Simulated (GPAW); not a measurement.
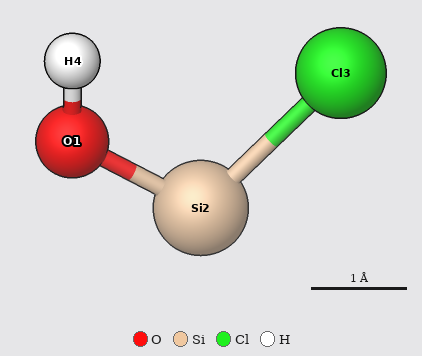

*The input geometry (ball-and-stick view, seen at a tilt; atoms are numbered from 1 in the order of the input).*

Bond lengths as drawn: Cl–Si 2.13 Å, H–O 0.97 Å and O–Si 1.59 Å.

Geometry relaxation of SiHClO

SiHClO, computed with BP86/dzp, UKS, dispersion D3(BJ), scalar-relativistic datasets (GPAW 26.7.0).

The atoms were displaced at random from an optimised geometry.

## The input (ClHOSi_relax.py)
```python
from ase import Atoms
from ase.calculators.mixing import SumCalculator
from ase.io import write
from ase.optimize import FIRE2
from dftd3.ase import DFTD3
from gpaw import GPAW, setup_paths
from gpaw.atom.configurations import parameters
from gpaw.atom.generator import Generator

# Set up the molecule
system = Atoms(['O', 'Si', 'Cl', 'H'],
    positions=[[ -0.890882,   0.430430,  -0.306723],
               [ -0.443459,  -0.769576,   0.628730],
               [  1.681802,  -0.739915,   0.437732],
               [ -0.235619,   1.002722,  -0.745240]])
system.set_cell([12.0, 12.0, 12.0])
system.center()

# PAW datasets for this functional
for symbol in ['Cl', 'H', 'O', 'Si']:
    Generator(symbol, xcname='GGA_X_B88+GGA_C_P86', scalarrel=True, nofiles=True, txt=None).run(**parameters[symbol])
setup_paths.insert(0, '.')

# GPAW settings
gpaw_calc = GPAW(mode='lcao',
                 basis='dzp',
                 h=0.28,
                 xc='GGA_X_B88+GGA_C_P86',
                 spinpol=True,
                 maxiter=60,
                 poissonsolver={'name': 'MomentCorrectionPoissonSolver', 'poissonsolver': 'fast', 'moment_corrections': 4},
                 symmetry='off',
                 txt='ClHOSi.txt')
system.calc = SumCalculator([DFTD3(method='BP86', damping='d3bj'), gpaw_calc])

opt = FIRE2(system, trajectory='ClHOSi.traj')
converged = opt.run(fmax=0.05, steps=100)
print('Converged:', converged)
print(f'Final energy = {system.get_potential_energy():.5f} eV')
print(f'r(H3-O0) = {system.get_distance(3, 0):.4f} Ang')
print(f'r(Cl2-Si1)              {system.get_distance(2, 1):.4f} Ang')
write('relaxed.xyz', system)
```

Machine: 1 thread of Intel Xeon @ 2.50GHz (Skylake/Cascade Lake), 12 GiB of memory available, shared host.

Launch command:
```bash
OMP_NUM_THREADS=1 python ClHOSi_relax.py
```

## What the program printed
```
Step     Time          Energy          fmax
FIRE2:    0 00:00:00      -16.002609        5.428079
FIRE2:    1 00:00:07      -16.297802        2.422868
FIRE2:    2 00:00:15      -16.250281        4.326602
FIRE2:    3 00:00:27      -16.340631        2.190954
FIRE2:    4 00:00:33      -16.371841        1.090348
FIRE2:    5 00:00:40      -16.385454        0.771708
FIRE2:    6 00:00:45      -16.387141        1.155916
FIRE2:    7 00:00:54      -16.388903        0.903294
FIRE2:    8 00:00:57      -16.391005        0.782391
FIRE2:    9 00:01:01      -16.393688        0.688187
FIRE2:   10 00:01:06      -16.396516        0.613992
FIRE2:   11 00:01:10      -16.399080        0.525198
FIRE2:   12 00:01:15      -16.401142        0.422055
FIRE2:   13 00:01:20      -16.402659        0.308137
FIRE2:   14 00:01:25      -16.403761        0.250813
FIRE2:   15 00:01:29      -16.404594        0.232245
FIRE2:   16 00:01:33      -16.405232        0.198441
FIRE2:   17 00:01:37      -16.405737        0.204741
FIRE2:   18 00:01:40      -16.406200        0.212010
FIRE2:   19 00:01:44      -16.406730        0.216719
FIRE2:   20 00:01:47      -16.407351        0.218343
FIRE2:   21 00:01:50      -16.408019        0.211769
FIRE2:   22 00:01:54      -16.408666        0.202246
FIRE2:   23 00:01:58      -16.409236        0.188393
FIRE2:   24 00:02:01      -16.409758        0.173162
FIRE2:   25 00:02:03      -16.410229        0.160146
FIRE2:   26 00:02:05      -16.410681        0.145031
FIRE2:   27 00:02:07      -16.411104        0.133376
FIRE2:   28 00:02:11      -16.411526        0.125460
FIRE2:   29 00:02:14      -16.411984        0.130742
FIRE2:   30 00:02:17      -16.412561        0.143083
FIRE2:   31 00:02:20      -16.413288        0.156573
FIRE2:   32 00:02:24      -16.414179        0.170209
FIRE2:   33 00:02:28      -16.415332        0.186190
FIRE2:   34 00:02:32      -16.416612        0.150625
FIRE2:   35 00:02:36      -16.417596        0.080483
FIRE2:   36 00:02:40      -16.418311        0.061631
FIRE2:   37 00:02:44      -16.419165        0.077112
FIRE2:   38 00:02:48      -16.420109        0.051632
FIRE2:   39 00:02:52      -16.420488        0.044847
Converged: True
Final energy = -16.42049 eV
r(H3-O0) = 1.0280 Ang
r(Cl2-Si1)              2.1482 Ang
```

## Trajectory as extended XYZ (Å, eV, eV/Å), 40 frames, from step=0 to step=39
```
4
Properties=species:S:1:pos:R:3:forces:R:3 step=0 energy=-16.00261
O     4.7137    6.3139    5.7515   -4.3755  -0.1123  -3.2104
Si    5.1611    5.1139    6.6870    0.5136  -2.6114   1.9992
Cl    7.2863    5.1435    6.4960    0.2110  -0.1052  -0.1881
H     5.3689    6.8861    5.3130    1.3389   0.3815  -0.7295
4
Properties=species:S:1:pos:R:3:forces:R:3 step=1 energy=-16.29780
O     4.6699    6.3127    5.7194   -2.1088  -1.1495  -0.3195
Si    5.1662    5.0877    6.7070   -0.0725  -0.8976   0.6579
Cl    7.2885    5.1425    6.4941    0.1226  -0.0911  -0.2036
H     5.3823    6.8900    5.3057   -0.3060  -0.6247  -0.5145
4
Properties=species:S:1:pos:R:3:forces:R:3 step=2 energy=-16.25028
O     4.6047    6.2942    5.6904    3.8729  -0.4314   1.8800
Si    5.1690    5.0544    6.7321   -0.4631   0.2576  -0.2914
Cl    7.2919    5.1403    6.4896   -0.0265  -0.0907  -0.2209
H     5.3876    6.8832    5.2923   -1.9019  -1.2013  -0.3265
4
Properties=species:S:1:pos:R:3:forces:R:3 step=3 energy=-16.34063
O     4.6271    6.2974    5.7012    1.7944  -0.4986   1.1541
Si    5.1673    5.0627    6.7256   -0.3186  -0.0599  -0.0267
Cl    7.2911    5.1406    6.4902    0.0035  -0.1027  -0.2125
H     5.3825    6.8822    5.2947   -1.1669  -0.8404  -0.4562
4
Properties=species:S:1:pos:R:3:forces:R:3 step=4 energy=-16.37184
O     4.6376    6.2946    5.7077    0.7206  -0.3922   0.7181
Si    5.1656    5.0626    6.7253   -0.2085  -0.1945   0.0870
Cl    7.2911    5.1401    6.4890   -0.0032  -0.1245  -0.2027
H     5.3757    6.8774    5.2925   -0.5475  -0.4143  -0.6056
4
Properties=species:S:1:pos:R:3:forces:R:3 step=5 energy=-16.38545
O     4.6492    6.2906    5.7162   -0.4544  -0.1505   0.0672
Si    5.1632    5.0614    6.7256   -0.0673  -0.3599   0.2270
Cl    7.2911    5.1391    6.4872   -0.0141  -0.1510  -0.1893
H     5.3679    6.8716    5.2878    0.0508   0.0192  -0.7698
4
Properties=species:S:1:pos:R:3:forces:R:3 step=6 energy=-16.38714
O     4.6550    6.2866    5.7230   -1.0115   0.2322  -0.5091
Si    5.1610    5.0583    6.7272    0.0397  -0.4368   0.2951
Cl    7.2910    5.1373    6.4846   -0.0343  -0.1598  -0.1713
H     5.3623    6.8675    5.2793    0.2794   0.1905  -0.7327
4
Properties=species:S:1:pos:R:3:forces:R:3 step=7 energy=-16.38890
O     4.6530    6.2877    5.7210   -0.8215   0.1256  -0.3541
Si    5.1615    5.0588    6.7270    0.0079  -0.4037   0.2676
Cl    7.2910    5.1377    6.4851   -0.0292  -0.1584  -0.1759
H     5.3639    6.8686    5.2809    0.2088   0.1352  -0.7470
4
Properties=species:S:1:pos:R:3:forces:R:3 step=8 energy=-16.39100
O     4.6519    6.2878    5.7206   -0.7064   0.1067  -0.3191
Si    5.1615    5.0583    6.7273   -0.0006  -0.3775   0.2468
Cl    7.2910    5.1375    6.4849   -0.0313  -0.1559  -0.1755
H     5.3641    6.8688    5.2800    0.1715   0.1054  -0.7189
4
Properties=species:S:1:pos:R:3:forces:R:3 step=9 energy=-16.39369
O     4.6504    6.2881    5.7199   -0.5425   0.0800  -0.2676
Si    5.1615    5.0575    6.7278   -0.0123  -0.3403   0.2173
Cl    7.2909    5.1372    6.4845   -0.0348  -0.1518  -0.1748
H     5.3645    6.8690    5.2786    0.1197   0.0641  -0.6747
4
Properties=species:S:1:pos:R:3:forces:R:3 step=10 energy=-16.39652
O     4.6486    6.2883    5.7191   -0.3444   0.0509  -0.2027
Si    5.1615    5.0566    6.7285   -0.0268  -0.2922   0.1791
Cl    7.2908    5.1368    6.4841   -0.0400  -0.1478  -0.1717
H     5.3649    6.8693    5.2767    0.0582   0.0155  -0.6110
4
Properties=species:S:1:pos:R:3:forces:R:3 step=11 energy=-16.39908
O     4.6468    6.2886    5.7182   -0.1376   0.0185  -0.1251
Si    5.1615    5.0554    6.7292   -0.0418  -0.2389   0.1368
Cl    7.2907    5.1362    6.4835   -0.0453  -0.1394  -0.1698
H     5.3653    6.8695    5.2743   -0.0064  -0.0353  -0.5240
4
Properties=species:S:1:pos:R:3:forces:R:3 step=12 energy=-16.40114
O     4.6451    6.2889    5.7173    0.0490  -0.0125  -0.0443
Si    5.1614    5.0540    6.7301   -0.0549  -0.1828   0.0924
Cl    7.2905    5.1356    6.4827   -0.0521  -0.1287  -0.1668
H     5.3656    6.8696    5.2716   -0.0634  -0.0792  -0.4097
4
Properties=species:S:1:pos:R:3:forces:R:3 step=13 energy=-16.40266
O     4.6440    6.2890    5.7164    0.1806  -0.0401   0.0278
Si    5.1611    5.0526    6.7309   -0.0637  -0.1296   0.0505
Cl    7.2903    5.1347    6.4817   -0.0599  -0.1143  -0.1636
H     5.3657    6.8694    5.2685   -0.1016  -0.1062  -0.2708
4
Properties=species:S:1:pos:R:3:forces:R:3 step=14 energy=-16.40376
O     4.6437    6.2890    5.7159    0.2307  -0.0597   0.0781
Si    5.1608    5.0511    6.7317   -0.0661  -0.0858   0.0162
Cl    7.2899    5.1338    6.4805   -0.0686  -0.0967  -0.1620
H     5.3654    6.8691    5.2654   -0.1120  -0.1096  -0.1215
4
Properties=species:S:1:pos:R:3:forces:R:3 step=15 energy=-16.40459
O     4.6441    6.2888    5.7158    0.1994  -0.0670   0.0985
Si    5.1603    5.0497    6.7323   -0.0618  -0.0559  -0.0074
Cl    7.2894    5.1328    6.4790   -0.0774  -0.0777  -0.1635
H     5.3649    6.8684    5.2627   -0.0954  -0.0911   0.0130
4
Properties=species:S:1:pos:R:3:forces:R:3 step=16 energy=-16.40523
O     4.6451    6.2885    5.7160    0.1083  -0.0594   0.0913
Si    5.1598    5.0485    6.7328   -0.0540  -0.0388  -0.0203
Cl    7.2888    5.1318    6.4775   -0.0870  -0.0608  -0.1677
H     5.3642    6.8677    5.2607   -0.0599  -0.0575   0.1123
4
Properties=species:S:1:pos:R:3:forces:R:3 step=17 energy=-16.40574
O     4.6462    6.2880    5.7164   -0.0032  -0.0370   0.0589
Si    5.1592    5.0475    6.7330   -0.0437  -0.0339  -0.0239
Cl    7.2880    5.1308    6.4757   -0.0931  -0.0504  -0.1752
H     5.3635    6.8669    5.2596   -0.0172  -0.0188   0.1629
4
Properties=species:S:1:pos:R:3:forces:R:3 step=18 energy=-16.40620
O     4.6471    6.2875    5.7170   -0.0932  -0.0088   0.0203
Si    5.1586    5.0466    6.7332   -0.0353  -0.0346  -0.0235
Cl    7.2871    5.1299    6.4738   -0.0939  -0.0492  -0.1836
H     5.3629    6.8662    5.2594    0.0192   0.0140   0.1695
4
Properties=species:S:1:pos:R:3:forces:R:3 step=19 energy=-16.40673
O     4.6474    6.2871    5.7175   -0.1382   0.0161  -0.0120
Si    5.1580    5.0458    6.7332   -0.0309  -0.0356  -0.0232
Cl    7.2862    5.1291    6.4718   -0.0874  -0.0569  -0.1900
H     5.3625    6.8658    5.2597    0.0422   0.0353   0.1475
4
Properties=species:S:1:pos:R:3:forces:R:3 step=20 energy=-16.40735
O     4.6473    6.2869    5.7178   -0.1297   0.0384  -0.0281
Si    5.1575    5.0451    6.7331   -0.0281  -0.0357  -0.0240
Cl    7.2852    5.1283    6.4697   -0.0807  -0.0716  -0.1898
H     5.3623    6.8655    5.2603    0.0522   0.0461   0.1122
4
Properties=species:S:1:pos:R:3:forces:R:3 step=21 energy=-16.40802
O     4.6468    6.2868    5.7179   -0.1008   0.0354  -0.0375
Si    5.1571    5.0445    6.7330   -0.0330  -0.0304  -0.0290
Cl    7.2843    5.1275    6.4677   -0.0584  -0.0844  -0.1852
H     5.3623    6.8655    5.2611    0.0493   0.0442   0.0707
4
Properties=species:S:1:pos:R:3:forces:R:3 step=22 energy=-16.40867
O     4.6461    6.2869    5.7180   -0.0433   0.0304  -0.0329
Si    5.1566    5.0440    6.7329   -0.0367  -0.0235  -0.0356
Cl    7.2834    5.1267    6.4655   -0.0404  -0.0988  -0.1718
H     5.3625    6.8656    5.2620    0.0386   0.0359   0.0309
4
Properties=species:S:1:pos:R:3:forces:R:3 step=23 energy=-16.40924
O     4.6455    6.2870    5.7178    0.0149   0.0185  -0.0199
Si    5.1561    5.0435    6.7326   -0.0400  -0.0153  -0.0433
Cl    7.2825    5.1257    6.4633   -0.0228  -0.1101  -0.1512
H     5.3627    6.8658    5.2627    0.0235   0.0231  -0.0030
4
Properties=species:S:1:pos:R:3:forces:R:3 step=24 energy=-16.40976
O     4.6450    6.2872    5.7177    0.0536   0.0037  -0.0003
Si    5.1556    5.0430    6.7322   -0.0407  -0.0102  -0.0490
Cl    7.2818    5.1245    6.4610   -0.0085  -0.1175  -0.1269
H     5.3630    6.8661    5.2632    0.0098   0.0100  -0.0267
4
Properties=species:S:1:pos:R:3:forces:R:3 step=25 energy=-16.41023
O     4.6450    6.2874    5.7175    0.0631  -0.0091   0.0212
Si    5.1551    5.0427    6.7317   -0.0401  -0.0094  -0.0515
Cl    7.2813    5.1231    6.4587    0.0036  -0.1222  -0.1035
H     5.3633    6.8663    5.2635    0.0002  -0.0003  -0.0383
4
Properties=species:S:1:pos:R:3:forces:R:3 step=26 energy=-16.41068
O     4.6452    6.2875    5.7175    0.0432  -0.0081   0.0071
Si    5.1545    5.0423    6.7311   -0.0331  -0.0089  -0.0523
Cl    7.2809    5.1214    6.4565    0.0075  -0.1204  -0.0805
H     5.3635    6.8665    5.2636   -0.0059  -0.0074  -0.0421
4
Properties=species:S:1:pos:R:3:forces:R:3 step=27 energy=-16.41110
O     4.6455    6.2875    5.7176    0.0093  -0.0024  -0.0008
Si    5.1538    5.0421    6.7304   -0.0246  -0.0148  -0.0489
Cl    7.2806    5.1197    6.4545    0.0056  -0.1190  -0.0599
H     5.3636    6.8666    5.2634   -0.0088  -0.0116  -0.0342
4
Properties=species:S:1:pos:R:3:forces:R:3 step=28 energy=-16.41153
O     4.6459    6.2875    5.7176   -0.0233   0.0117  -0.0148
Si    5.1532    5.0417    6.7295   -0.0073  -0.0277  -0.0403
Cl    7.2804    5.1174    6.4525   -0.0086  -0.1166  -0.0455
H     5.3637    6.8666    5.2631   -0.0079  -0.0117  -0.0181
4
Properties=species:S:1:pos:R:3:forces:R:3 step=29 energy=-16.41198
O     4.6460    6.2876    5.7175   -0.0350   0.0093  -0.0128
Si    5.1526    5.0413    6.7285   -0.0006  -0.0328  -0.0369
Cl    7.2802    5.1148    6.4505   -0.0133  -0.1214  -0.0467
H     5.3637    6.8665    5.2626   -0.0061  -0.0082   0.0016
4
Properties=species:S:1:pos:R:3:forces:R:3 step=30 energy=-16.41256
O     4.6459    6.2877    5.7173   -0.0203  -0.0014   0.0020
Si    5.1521    5.0406    6.7274    0.0022  -0.0338  -0.0344
Cl    7.2799    5.1116    6.4484   -0.0246  -0.1278  -0.0594
H     5.3636    6.8664    5.2623   -0.0051  -0.0038   0.0186
4
Properties=species:S:1:pos:R:3:forces:R:3 step=31 energy=-16.41329
O     4.6456    6.2878    5.7172    0.0030  -0.0051   0.0102
Si    5.1517    5.0398    6.7262    0.0013  -0.0393  -0.0335
Cl    7.2794    5.1079    6.4462   -0.0384  -0.1320  -0.0750
H     5.3635    6.8663    5.2622   -0.0033   0.0025   0.0235
4
Properties=species:S:1:pos:R:3:forces:R:3 step=32 energy=-16.41418
O     4.6453    6.2879    5.7172    0.0210  -0.0076   0.0120
Si    5.1514    5.0388    6.7248   -0.0059  -0.0427  -0.0311
Cl    7.2787    5.1037    6.4437   -0.0412  -0.1302  -0.1016
H     5.3634    6.8662    5.2623   -0.0002   0.0074   0.0165
4
Properties=species:S:1:pos:R:3:forces:R:3 step=33 energy=-16.41533
O     4.6454    6.2878    5.7173    0.0190  -0.0035   0.0060
Si    5.1510    5.0375    6.7234   -0.0132  -0.0461  -0.0281
Cl    7.2777    5.0988    6.4406   -0.0366  -0.1321  -0.1260
H     5.3633    6.8662    5.2625    0.0049   0.0098   0.0020
4
Properties=species:S:1:pos:R:3:forces:R:3 step=34 energy=-16.41661
O     4.6456    6.2878    5.7174    0.0016   0.0021  -0.0034
Si    5.1506    5.0359    6.7219   -0.0207  -0.0480  -0.0264
Cl    7.2765    5.0934    6.4367   -0.0101  -0.1060  -0.1066
H     5.3633    6.8662    5.2627    0.0085   0.0074  -0.0112
4
Properties=species:S:1:pos:R:3:forces:R:3 step=35 energy=-16.41760
O     4.6458    6.2877    5.7175   -0.0104   0.0025  -0.0059
Si    5.1500    5.0339    6.7203   -0.0245  -0.0433  -0.0305
Cl    7.2754    5.0873    6.4320    0.0245  -0.0626  -0.0442
H     5.3634    6.8664    5.2628    0.0050  -0.0023  -0.0119
4
Properties=species:S:1:pos:R:3:forces:R:3 step=36 energy=-16.41831
O     4.6457    6.2878    5.7174    0.0065  -0.0050   0.0066
Si    5.1488    5.0312    6.7182   -0.0153  -0.0303  -0.0420
Cl    7.2750    5.0807    6.4268    0.0145  -0.0523  -0.0293
H     5.3636    6.8665    5.2625   -0.0076  -0.0135   0.0063
4
Properties=species:S:1:pos:R:3:forces:R:3 step=37 energy=-16.41916
O     4.6458    6.2877    5.7176   -0.0068   0.0007  -0.0014
Si    5.1474    5.0280    6.7151    0.0056  -0.0273  -0.0451
Cl    7.2751    5.0733    6.4216   -0.0184  -0.0552  -0.0506
H     5.3635    6.8662    5.2625   -0.0006   0.0005   0.0055
4
Properties=species:S:1:pos:R:3:forces:R:3 step=38 energy=-16.42011
O     4.6457    6.2876    5.7176    0.0015   0.0066  -0.0032
Si    5.1464    5.0243    6.7110    0.0113  -0.0275  -0.0422
Cl    7.2746    5.0654    6.4154   -0.0200  -0.0222  -0.0345
H     5.3634    6.8659    5.2627    0.0036   0.0122  -0.0032
4
Properties=species:S:1:pos:R:3:forces:R:3 step=39 energy=-16.42049
O     4.6457    6.2878    5.7176    0.0091  -0.0103   0.0047
Si    5.1460    5.0199    6.7056   -0.0020  -0.0227  -0.0386
Cl    7.2732    5.0575    6.4086    0.0012   0.0350   0.0032
H     5.3635    6.8663    5.2626   -0.0020   0.0001  -0.0010
```

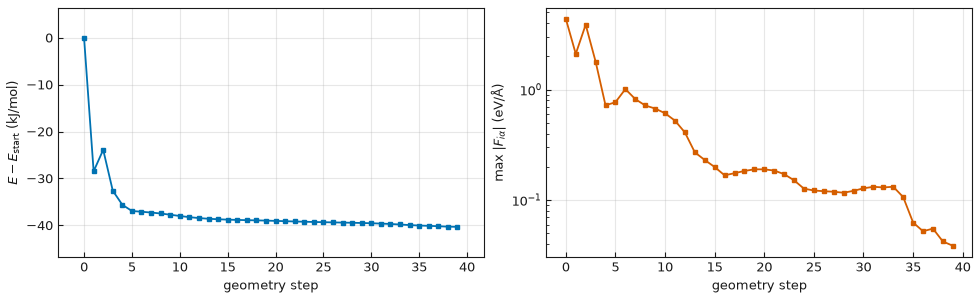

*Progress of the relaxation, step by step (steps are counted from 0).*

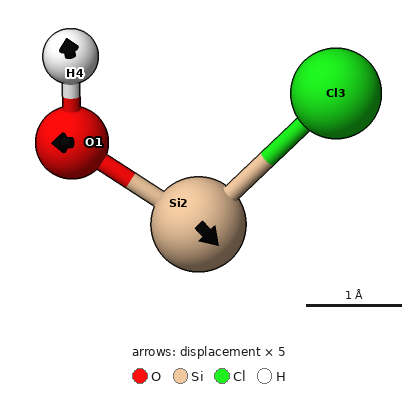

*The starting structure with the displacements as black arrows, magnified 5 times (ball-and-stick view, seen at a tilt). The two geometries are laid on each other by the best rigid fit.*

After 39 geometry steps the energy has fallen by 40.3 kJ/mol. The largest force component goes from 4.4 to 0.039 eV/Å. The atom that moves furthest after the best rigid fit is Si2 (0.063 Å). Largest moves by element: Si 0.063 Å, O 0.049 Å, H 0.045 Å, Cl 0.013 Å. Distances before and after: O1–Si2 1.586 → 1.683 Å, O1–H4 0.974 → 1.028 Å, Si2–Cl3 2.134 → 2.148 Å. Among the angles that change: Si2–O1–H4 121.3° → 118.4°. (Atoms are counted from 1 in the order of the input.)

## Key numbers

```tsv
quantity	value
outcome	converged
energy relative to the program's reference atoms	−16.4205 eV
dispersion energy	−0.005293 hartree
basis functions	44
largest force	0.045 eV/Å
HOMO	−6.40 eV
LUMO	−2.73 eV
dipole moment	0.90 D
wall time	3.1 min
peak memory	0.53 GiB
```

## Notes

Settings chosen away from the usual ones: spinpol set to true; h set to 0.28 (from 0.16). Further notes kept with the run: datasets made with stock radii, not tested. On so coarse a grid the energy depends on the position of the molecule, which gives spurious forces.
